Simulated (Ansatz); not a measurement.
BBrCl: molecular dynamics

BBrCl, multiplicity 2, SMILES Cl[B]Br, computed with UKS r2SCAN-rvv10/6-31G* (Ansatz 0.2.0).

The geometry comes from this level: PBE0-D4/def2-TZVP. Figures and captions count atoms from 1; the log counts them from 0 in places.

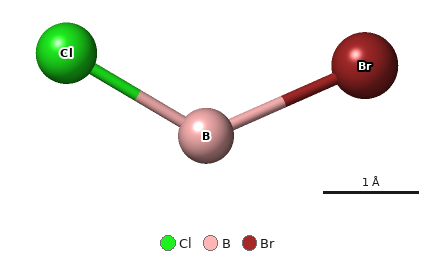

Fig. 1: The input geometry (ball-and-stick view, seen at a tilt). Bond lengths as drawn: B–Br 1.88 Å and B–Cl 1.72 Å.

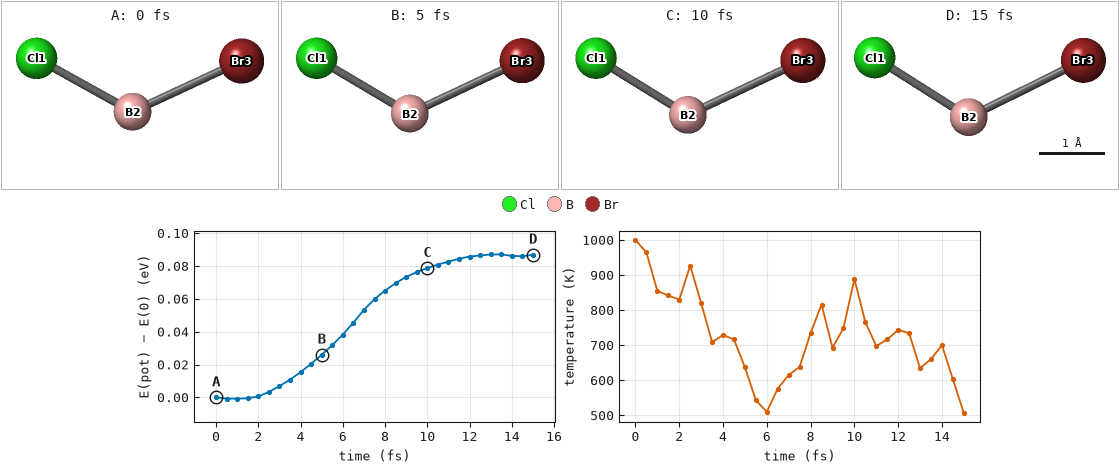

Fig. 2: Frames of the molecular dynamics (ball-and-stick, seen on its broad side) above the curves, on which the letters mark them. The trajectory kept here has 31 frames over 15 fs. The temperature starts at 1000 K, ranges from 507 to 1000 K and averages 705 K over the second half. The potential energy ends 0.087 eV above its first value. After an unweighted best fit of the last frame on the first, the root-mean-square displacement is 0.06 Å.

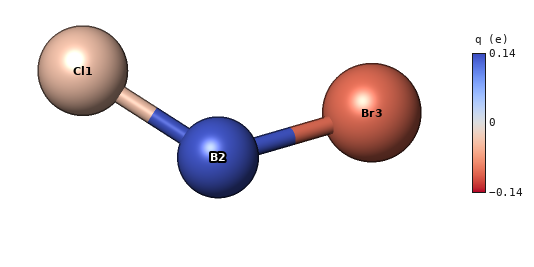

Fig. 3: Mulliken charges, as the colour of each atom (ball-and-stick view, seen at a tilt; atoms are numbered from 1 in the order of the input). By element: Cl −0.04, B +0.13 and Br −0.10 e.

The input that produced these results follows, with the program's output.

The input
```yaml
crystal:
  periodic: [false, false, false]
  atoms:
    - {symbol: Cl, position_ang: [-0.155366, 1.563297, 0.076609]}
    - {symbol: B, position_ang: [-0.479864, -0.085285, -0.269423]}
    - {symbol: Br, position_ang: [0.624329, -1.542812, 0.179614]}
basis:
  gaussian: {orbitals: "6-31G*"}
magnetization: {spin_polarized: true, initial_magnetization: 1}
hamiltonian: {xc: {name: r2SCAN}, dispersion: rvv10}
md: {timestep: 0.5 fs, n_steps: 30, ensemble: nvt_langevin, temperature: 1500, initial_velocities: maxwell_boltzmann, friction: 0.01, seed: 468}
```

Command:
```bash
ansatz run in.yaml --threads 4 --pin off --events-out ev --progress --plain --max-ram 10444MiB
```

Log
```
Functional definition: r2SCAN+rVV10
  name "r2SCAN+rVV10"
  cite "Furness, Kaplan, Ning, Perdew & Sun, J. Phys. Chem. Lett. 11, 8208 (2020) doi:10.1021/acs.jpclett.0c02405"
  cite "Furness, Kaplan, Ning, Perdew & Sun, J. Phys. Chem. Lett. 11, 9248 (2020) doi:10.1021/acs.jpclett.0c03077"
  cite "Vydrov & Van Voorhis, J. Chem. Phys. 133, 244103 (2010) doi:10.1063/1.3521275"
  cite "Sabatini, Gorni & de Gironcoli, Phys. Rev. B 87, 041108(R) (2013) doi:10.1103/PhysRevB.87.041108"
  cite "Ning et al., Phys. Rev. B 106, 075422 (2022) doi:10.1103/PhysRevB.106.075422"
  parent "r2scan"
  parameter k0 = 0.174
  parameter k1 = 0.065
  parameter a1 = 4.9479
  exchange = r2scan_x(k0 = k0, k1 = k1, a1 = a1)
  correlation = r2scan_c + rvv10(11.95, 0.0093)
718 factors; their error is unknown
mean field evaluation 1: about -83231.9542 eV, gradient 6.6e0 eV
mean field evaluation 2: about -83232.0350 eV, gradient 6.6e0 eV
mean field evaluation 4: about -83232.2855 eV, gradient 7.5e-1 eV
mean field evaluation 8: about -83232.2559 eV, gradient 3.1e-2 eV
mean field evaluation 16: about -83232.2559 eV, gradient 6.6e-5 eV
mean field -83232.25593802 eV, -3058.7289888728 hartree, gradient 6.6e-5 eV, S^2 0.754361; 0 other end points of the search recorded, 0 dependent functions left out
the calculation of the forces begins
reference -83232.25594576 eV, -3058.7289891573 hartree; 29, 28 occupied and 40, 41 virtual orbitals, 718 factors
md step     0: t =     0.00 fs  T =  1000.0 K  F+E_penalty+E_count = -83232.25593802 eV  E_kin = 0.387780 eV  (31 SCF iters)
these checks for a lower state are left out or cut short: starts, cluster_reference, orbital_swaps, neighbouring_geometries, increment
718 factors; their error is unknown
mean field -83232.25661975 eV, -3058.7290139261 hartree, gradient 2.3e-5 eV, S^2 0.754376; 0 other end points of the search recorded, 0 dependent functions left out
the calculation of the forces begins
reference -83232.25662750 eV, -3058.7290142107 hartree; 29, 28 occupied and 40, 41 virtual orbitals, 718 factors
md step     1: t =     0.50 fs  T =   964.7 K  F+E_penalty+E_count = -83232.25661975 eV  E_kin = 0.374108 eV  (37 SCF iters)
[... from here on the SCF iterations and repeated set-up lines of each step are left out, up to the last step ...]
md step     2: t =     1.00 fs  T =   854.9 K  F+E_penalty+E_count = -83232.25667733 eV  E_kin = 0.331528 eV  (38 SCF iters)
md step     3: t =     1.50 fs  T =   842.0 K  F+E_penalty+E_count = -83232.25643065 eV  E_kin = 0.326498 eV  (37 SCF iters)
md step     4: t =     2.00 fs  T =   830.2 K  F+E_penalty+E_count = -83232.25528702 eV  E_kin = 0.321920 eV  (37 SCF iters)
md step     5: t =     2.50 fs  T =   926.8 K  F+E_penalty+E_count = -83232.25257070 eV  E_kin = 0.359396 eV  (36 SCF iters)
md step     6: t =     3.00 fs  T =   820.3 K  F+E_penalty+E_count = -83232.24901198 eV  E_kin = 0.318112 eV  (36 SCF iters)
md step     7: t =     3.50 fs  T =   709.2 K  F+E_penalty+E_count = -83232.24509065 eV  E_kin = 0.275019 eV  (37 SCF iters)
md step     8: t =     4.00 fs  T =   729.1 K  F+E_penalty+E_count = -83232.24052428 eV  E_kin = 0.282737 eV  (37 SCF iters)
md step     9: t =     4.50 fs  T =   716.8 K  F+E_penalty+E_count = -83232.23538162 eV  E_kin = 0.277962 eV  (37 SCF iters)
md step    10: t =     5.00 fs  T =   637.2 K  F+E_penalty+E_count = -83232.22991940 eV  E_kin = 0.247098 eV  (37 SCF iters)
md step    11: t =     5.50 fs  T =   543.0 K  F+E_penalty+E_count = -83232.22406352 eV  E_kin = 0.210574 eV  (38 SCF iters)
md step    12: t =     6.00 fs  T =   510.3 K  F+E_penalty+E_count = -83232.21765922 eV  E_kin = 0.197884 eV  (37 SCF iters)
md step    13: t =     6.50 fs  T =   576.5 K  F+E_penalty+E_count = -83232.21034863 eV  E_kin = 0.223564 eV  (37 SCF iters)
md step    14: t =     7.00 fs  T =   615.2 K  F+E_penalty+E_count = -83232.20259543 eV  E_kin = 0.238574 eV  (37 SCF iters)
md step    15: t =     7.50 fs  T =   638.6 K  F+E_penalty+E_count = -83232.19606568 eV  E_kin = 0.247639 eV  (37 SCF iters)
md step    16: t =     8.00 fs  T =   734.6 K  F+E_penalty+E_count = -83232.19082147 eV  E_kin = 0.284851 eV  (28 SCF iters)
md step    17: t =     8.50 fs  T =   816.1 K  F+E_penalty+E_count = -83232.18633742 eV  E_kin = 0.316479 eV  (32 SCF iters)
md step    18: t =     9.00 fs  T =   693.1 K  F+E_penalty+E_count = -83232.18251891 eV  E_kin = 0.268780 eV  (28 SCF iters)
md step    19: t =     9.50 fs  T =   748.3 K  F+E_penalty+E_count = -83232.17962174 eV  E_kin = 0.290177 eV  (28 SCF iters)
md step    20: t =    10.00 fs  T =   889.3 K  F+E_penalty+E_count = -83232.17716208 eV  E_kin = 0.344854 eV  (37 SCF iters)
md step    21: t =    10.50 fs  T =   765.7 K  F+E_penalty+E_count = -83232.17498972 eV  E_kin = 0.296928 eV  (37 SCF iters)
md step    22: t =    11.00 fs  T =   697.8 K  F+E_penalty+E_count = -83232.17326905 eV  E_kin = 0.270596 eV  (36 SCF iters)
md step    23: t =    11.50 fs  T =   716.7 K  F+E_penalty+E_count = -83232.17146302 eV  E_kin = 0.277909 eV  (37 SCF iters)
md step    24: t =    12.00 fs  T =   743.7 K  F+E_penalty+E_count = -83232.17013676 eV  E_kin = 0.288406 eV  (37 SCF iters)
md step    25: t =    12.50 fs  T =   734.3 K  F+E_penalty+E_count = -83232.16948791 eV  E_kin = 0.284765 eV  (37 SCF iters)
md step    26: t =    13.00 fs  T =   634.6 K  F+E_penalty+E_count = -83232.16887889 eV  E_kin = 0.246103 eV  (38 SCF iters)
md step    27: t =    13.50 fs  T =   660.6 K  F+E_penalty+E_count = -83232.16888134 eV  E_kin = 0.256172 eV  (37 SCF iters)
md step    28: t =    14.00 fs  T =   700.5 K  F+E_penalty+E_count = -83232.16971952 eV  E_kin = 0.271628 eV  (37 SCF iters)
md step    29: t =    14.50 fs  T =   602.9 K  F+E_penalty+E_count = -83232.17001183 eV  E_kin = 0.233779 eV  (37 SCF iters)
these checks for a lower state are left out or cut short: starts, cluster_reference, orbital_swaps, neighbouring_geometries, increment
718 factors; their error is unknown
mean field -83232.16902921 eV, -3058.7257950329 hartree, gradient 1.2e-5 eV, S^2 0.755125; 0 other end points of the search recorded, 0 dependent functions left out
the calculation of the forces begins
reference -83232.16903695 eV, -3058.7257953176 hartree; 29, 28 occupied and 40, 41 virtual orbitals, 718 factors
718 factors; their error is unknown
mean field evaluation 288: about -83232.1690 eV, gradient 5.8e-5 eV
mean field -83232.16902921 eV, -3058.7257950329 hartree, gradient 1.3e-5 eV, S^2 0.755125; 1 other end points of the search recorded, 0 dependent functions left out
the calculation of the forces begins
reference -83232.16903695 eV, -3058.7257953176 hartree; 29, 28 occupied and 40, 41 virtual orbitals, 718 factors
md step    30: t =    15.00 fs  T =   506.6 K  F+E_penalty+E_count = -83232.16902921 eV  E_kin = 0.196454 eV  (32 SCF iters)
Total energy: -83232.16903695 eV, -3058.7257953176 hartree
Atom 0 at    -0.198957     1.601110     0.129013 Å, force    -0.215920    -0.304796    -0.083791 eV/Å
Atom 1 at    -0.651450    -0.060384    -0.121195 Å, force     1.243247    -0.680067     0.304816 eV/Å
Atom 2 at     0.670332    -1.542489     0.147499 Å, force    -1.027327     0.984863    -0.221025 eV/Å
Dipole moment:    -0.041199     0.093631    -0.004914 e Å
```

Trajectory as extended XYZ (Å, eV, eV/Å), 26 of the 31 frames kept, from step=0 to step=30
```
3
Properties=species:S:1:pos:R:3:forces:R:3 step=0 time_fs=0.0 energy=-83232.25594 temperature=1000.0
Cl   -0.1554    1.5633    0.0766    0.0832   0.3669   0.0830
B    -0.4799   -0.0853   -0.2694   -0.2764  -0.1284  -0.1632
Br    0.6243   -1.5428    0.1796    0.1932  -0.2385   0.0802
3
Properties=species:S:1:pos:R:3:forces:R:3 step=1 time_fs=0.5 energy=-83232.25662 temperature=964.7
Cl   -0.1572    1.5628    0.0778    0.0866   0.4113   0.0871
B    -0.4882   -0.0835   -0.2627   -0.2191  -0.2434  -0.1402
Br    0.6261   -1.5427    0.1785    0.1326  -0.1679   0.0531
3
Properties=species:S:1:pos:R:3:forces:R:3 step=2 time_fs=1.0 energy=-83232.25668 temperature=854.9
Cl   -0.1588    1.5623    0.0793    0.0889   0.4551   0.0905
B    -0.4965   -0.0817   -0.2561   -0.1619  -0.3536  -0.1180
Br    0.6278   -1.5425    0.1777    0.0730  -0.1014   0.0275
3
Properties=species:S:1:pos:R:3:forces:R:3 step=4 time_fs=2.0 energy=-83232.25529 temperature=830.2
Cl   -0.1615    1.5620    0.0826    0.0903   0.5253   0.0938
B    -0.5126   -0.0778   -0.2438   -0.0436  -0.5534  -0.0736
Br    0.6309   -1.5420    0.1760   -0.0467   0.0281  -0.0201
3
Properties=species:S:1:pos:R:3:forces:R:3 step=5 time_fs=2.5 energy=-83232.25257 temperature=926.8
Cl   -0.1634    1.5615    0.0842    0.1004   0.5994   0.1035
B    -0.5206   -0.0744   -0.2380    0.0137  -0.7014  -0.0586
Br    0.6323   -1.5417    0.1751   -0.1141   0.1020  -0.0449
3
Properties=species:S:1:pos:R:3:forces:R:3 step=6 time_fs=3.0 energy=-83232.24901 temperature=820.3
Cl   -0.1655    1.5614    0.0859    0.1130   0.6745   0.1141
B    -0.5280   -0.0709   -0.2318    0.0631  -0.8456  -0.0479
Br    0.6336   -1.5416    0.1741   -0.1760   0.1711  -0.0662
3
Properties=species:S:1:pos:R:3:forces:R:3 step=7 time_fs=3.5 energy=-83232.24509 temperature=709.2
Cl   -0.1676    1.5617    0.0872    0.1263   0.7419   0.1239
B    -0.5345   -0.0675   -0.2255    0.1042  -0.9756  -0.0403
Br    0.6348   -1.5415    0.1731   -0.2305   0.2338  -0.0837
3
Properties=species:S:1:pos:R:3:forces:R:3 step=8 time_fs=4.0 energy=-83232.24052 temperature=729.1
Cl   -0.1695    1.5624    0.0883    0.1380   0.8033   0.1320
B    -0.5410   -0.0640   -0.2198    0.1496  -1.1013  -0.0307
Br    0.6363   -1.5413    0.1722   -0.2876   0.2980  -0.1013
3
Properties=species:S:1:pos:R:3:forces:R:3 step=10 time_fs=5.0 energy=-83232.22992 temperature=637.2
Cl   -0.1725    1.5637    0.0903    0.1469   0.8831   0.1372
B    -0.5557   -0.0578   -0.2098    0.2664  -1.3122   0.0017
Br    0.6394   -1.5410    0.1714   -0.4133   0.4290  -0.1389
3
Properties=species:S:1:pos:R:3:forces:R:3 step=11 time_fs=5.5 energy=-83232.22406 temperature=543.0
Cl   -0.1738    1.5643    0.0910    0.1516   0.9187   0.1394
B    -0.5623   -0.0550   -0.2051    0.3181  -1.4062   0.0151
Br    0.6409   -1.5410    0.1710   -0.4697   0.4875  -0.1545
3
Properties=species:S:1:pos:R:3:forces:R:3 step=12 time_fs=6.0 energy=-83232.21766 temperature=510.3
Cl   -0.1752    1.5650    0.0917    0.1602   0.9635   0.1440
B    -0.5680   -0.0520   -0.2004    0.3602  -1.5050   0.0235
Br    0.6424   -1.5412    0.1704   -0.5204   0.5416  -0.1675
3
Properties=species:S:1:pos:R:3:forces:R:3 step=13 time_fs=6.5 energy=-83232.21035 temperature=576.5
Cl   -0.1765    1.5656    0.0922    0.1733   1.0202   0.1509
B    -0.5732   -0.0488   -0.1954    0.3953  -1.6147   0.0279
Br    0.6440   -1.5414    0.1698   -0.5685   0.5945  -0.1788
3
Properties=species:S:1:pos:R:3:forces:R:3 step=14 time_fs=7.0 energy=-83232.20259 temperature=615.2
Cl   -0.1778    1.5663    0.0929    0.1874   1.0779   0.1579
B    -0.5780   -0.0456   -0.1898    0.4268  -1.7232   0.0307
Br    0.6459   -1.5417    0.1693   -0.6142   0.6453  -0.1885
3
Properties=species:S:1:pos:R:3:forces:R:3 step=16 time_fs=8.0 energy=-83232.19082 temperature=734.6
Cl   -0.1810    1.5678    0.0956    0.2017   1.1361   0.1615
B    -0.5869   -0.0416   -0.1779    0.4840  -1.8574   0.0384
Br    0.6500   -1.5419    0.1676   -0.6857   0.7212  -0.1999
3
Properties=species:S:1:pos:R:3:forces:R:3 step=17 time_fs=8.5 energy=-83232.18634 temperature=816.1
Cl   -0.1832    1.5689    0.0974    0.1999   1.1291   0.1575
B    -0.5917   -0.0405   -0.1719    0.5201  -1.8860   0.0468
Br    0.6521   -1.5421    0.1664   -0.7200   0.7570  -0.2043
3
Properties=species:S:1:pos:R:3:forces:R:3 step=18 time_fs=9.0 energy=-83232.18252 temperature=693.1
Cl   -0.1856    1.5705    0.0993    0.1930   1.1032   0.1507
B    -0.5967   -0.0396   -0.1666    0.5608  -1.8946   0.0578
Br    0.6541   -1.5422    0.1653   -0.7538   0.7914  -0.2085
3
Properties=species:S:1:pos:R:3:forces:R:3 step=19 time_fs=9.5 energy=-83232.17962 temperature=748.3
Cl   -0.1880    1.5723    0.1012    0.1803   1.0564   0.1408
B    -0.6016   -0.0391   -0.1617    0.6058  -1.8797   0.0716
Br    0.6559   -1.5423    0.1642   -0.7861   0.8233  -0.2124
3
Properties=species:S:1:pos:R:3:forces:R:3 step=20 time_fs=10.0 energy=-83232.17716 temperature=889.3
Cl   -0.1903    1.5748    0.1036    0.1592   0.9797   0.1262
B    -0.6072   -0.0389   -0.1569    0.6628  -1.8370   0.0906
Br    0.6576   -1.5425    0.1632   -0.8219   0.8574  -0.2168
3
Properties=species:S:1:pos:R:3:forces:R:3 step=22 time_fs=11.0 energy=-83232.17327 temperature=697.8
Cl   -0.1937    1.5801    0.1092    0.1037   0.7868   0.0917
B    -0.6182   -0.0391   -0.1489    0.7861  -1.7030   0.1331
Br    0.6606   -1.5425    0.1605   -0.8898   0.9162  -0.2248
3
Properties=species:S:1:pos:R:3:forces:R:3 step=23 time_fs=11.5 energy=-83232.17146 temperature=716.7
Cl   -0.1952    1.5826    0.1122    0.0764   0.6946   0.0759
B    -0.6229   -0.0394   -0.1455    0.8418  -1.6339   0.1517
Br    0.6621   -1.5423    0.1591   -0.9183   0.9393  -0.2276
3
Properties=species:S:1:pos:R:3:forces:R:3 step=24 time_fs=12.0 energy=-83232.17014 temperature=743.7
Cl   -0.1966    1.5852    0.1151    0.0440   0.5857   0.0573
B    -0.6277   -0.0402   -0.1422    0.9013  -1.5449   0.1725
Br    0.6636   -1.5421    0.1575   -0.9453   0.9592  -0.2298
3
Properties=species:S:1:pos:R:3:forces:R:3 step=25 time_fs=12.5 energy=-83232.16949 temperature=734.3
Cl   -0.1975    1.5879    0.1179    0.0030   0.4479   0.0341
B    -0.6328   -0.0421   -0.1389    0.9676  -1.4234   0.1972
Br    0.6649   -1.5421    0.1559   -0.9706   0.9755  -0.2313
3
Properties=species:S:1:pos:R:3:forces:R:3 step=26 time_fs=13.0 energy=-83232.16888 temperature=634.6
Cl   -0.1981    1.5908    0.1205   -0.0411   0.2975   0.0094
B    -0.6375   -0.0446   -0.1357    1.0344  -1.2869   0.2229
Br    0.6661   -1.5423    0.1544   -0.9933   0.9893  -0.2323
3
Properties=species:S:1:pos:R:3:forces:R:3 step=28 time_fs=14.0 energy=-83232.16972 temperature=700.5
Cl   -0.1989    1.5965    0.1250   -0.1312  -0.0163  -0.0402
B    -0.6448   -0.0518   -0.1291    1.1481  -0.9788   0.2687
Br    0.6685   -1.5425    0.1509   -1.0169   0.9951  -0.2286
3
Properties=species:S:1:pos:R:3:forces:R:3 step=29 time_fs=14.5 energy=-83232.17001 temperature=602.9
Cl   -0.1989    1.5990    0.1271   -0.1775  -0.1745  -0.0645
B    -0.6483   -0.0564   -0.1254    1.1992  -0.8144   0.2893
Br    0.6693   -1.5425    0.1490   -1.0218   0.9889  -0.2248
3
Properties=species:S:1:pos:R:3:forces:R:3 step=30 time_fs=15.0 energy=-83232.16903 temperature=506.6
Cl   -0.1990    1.6011    0.1290   -0.2159  -0.3048  -0.0838
B    -0.6514   -0.0604   -0.1212    1.2432  -0.6801   0.3048
Br    0.6703   -1.5425    0.1475   -1.0273   0.9849  -0.2210
```

Key numbers

| quantity | value |
| --- | --- |
| outcome | finished |
| mean temperature over the second half | 705 K |
| trajectory | 30 steps, 15 fs |
| ensemble | nvt_langevin |
| temperature in the input | 1500 K |
| time step | 0.5 fs |
| potential energy (last step) | −83232.1690 eV |
| ⟨S²⟩ (last step) | 0.755 |
| SCF solution under orbital rotations (last step) | stable |
| largest force (length of the vector) (last step) | 1.450 eV/Å |
| dipole moment (last step) | 0.49 D |
| hardware | 4 threads of Arm Neoverse V1, 23 GiB of memory available, shared host |
| wall time | 69 s (CPU time 4.3 min) |
| peak memory | 0.25 GiB |

So short a trajectory is not equilibrated. The logged temperature at the start can lie below the typed one, since it is counted over all degrees of freedom. The temperature stays far from the 1500 K of the thermostat over the second half: the run isn't equilibrated.
